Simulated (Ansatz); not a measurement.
The calculation's input:

```
crystal:
  periodic: [false, false, false]
  atoms:
    - {symbol: C, position_ang: [0.361706, -1.547525, -0.266651]}
    - {symbol: C, position_ang: [0.570122, -0.451185, 0.700826]}
    - {symbol: F, position_ang: [1.316675, -0.831926, 1.744087]}
    - {symbol: C, position_ang: [0.137461, 0.801406, 0.676523]}
    - {symbol: C, position_ang: [-0.699817, 1.356009, -0.421202]}
    - {symbol: F, position_ang: [-0.983575, 2.640720, -0.182197]}
    - {symbol: F, position_ang: [-0.096810, 1.301696, -1.622617]}
    - {symbol: F, position_ang: [-1.872669, 0.712840, -0.565554]}
    - {symbol: H, position_ang: [-0.128232, -2.386857, 0.233596]}
    - {symbol: H, position_ang: [-0.245785, -1.230234, -1.110388]}
    - {symbol: H, position_ang: [1.329498, -1.899789, -0.632763]}
    - {symbol: H, position_ang: [0.388425, 1.479546, 1.480337]}
basis:
  gaussian: {orbitals: def2-TZVPP}
hamiltonian: {xc: pbe0, dispersion: d4}
output: {orbitals: {seedname: orbitals}}
```

Launched as:

```sh
ansatz run in.yaml --threads 4 --pin off --events-out ev --progress --plain --max-ram 11315MiB
```

Geometry: PBE0-D4/def2-TZVP.

Level of theory: Ansatz 0.2.0, RKS PBE0-D4/def2-TZVPP.

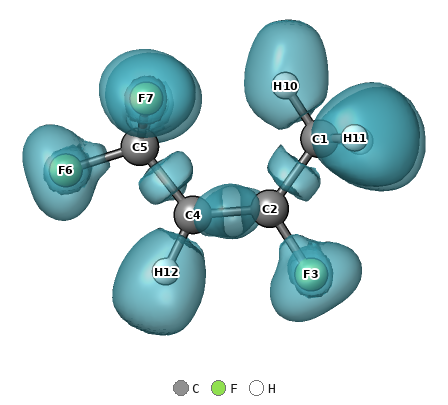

C4H4F4 (SMILES CC(F)=CC(F)(F)F). Isosurface of the ELF at 0.75 (cyan), seen at a tilt. Core shells and regions of very low density are left out.

> Identify the bonds, lone pairs and shells in this picture.

At this value the surface marks out three regions between bonded C–C atoms (shared pairs), four regions around hydrogen nuclei and four regions on F in which the atom's valence shell and bonds are merged.

Values along the shortest contacts:
C–C (1.33 Å): the ELF peaks at about 0.95 between the atoms (a multiple bond). C–F (1.34 Å): the ELF peaks at about 0.85 between the atoms, as expected for a shared but strongly polarised pair.
